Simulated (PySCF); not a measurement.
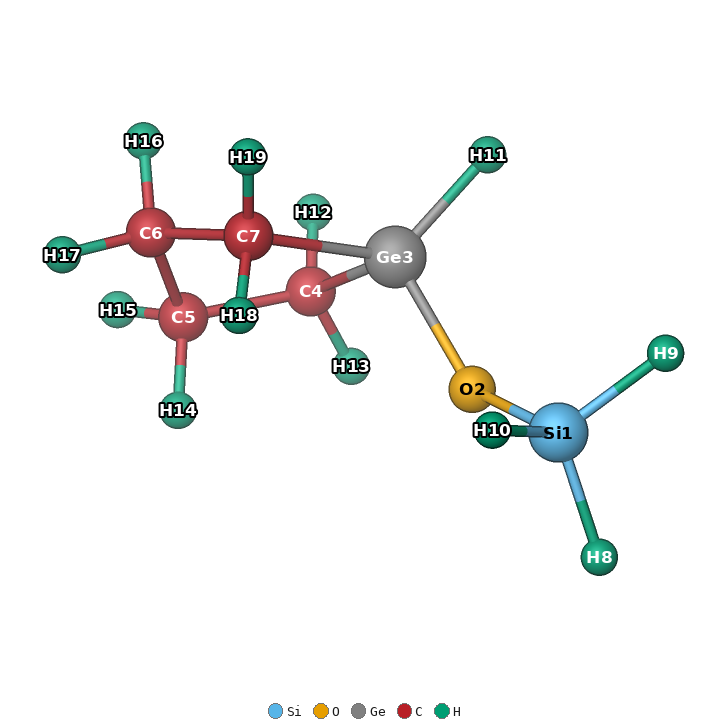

Distant atoms are faded towards the background colour. The geometry was computed by an optimisation with PBE0-D3(BJ)/def2-SVP. No frequency run is at hand to confirm it as a minimum.

What is the conformation of the ring Ge3–C4–C5–C6–C7?

It is a twist (half-chair). The Cremer–Pople amplitude Q is 0.43 Å.

Give the torsion angles round the ring, beginning with the bond from its second to its third atom.

38°, −51°, 35°, −11°, −15°.
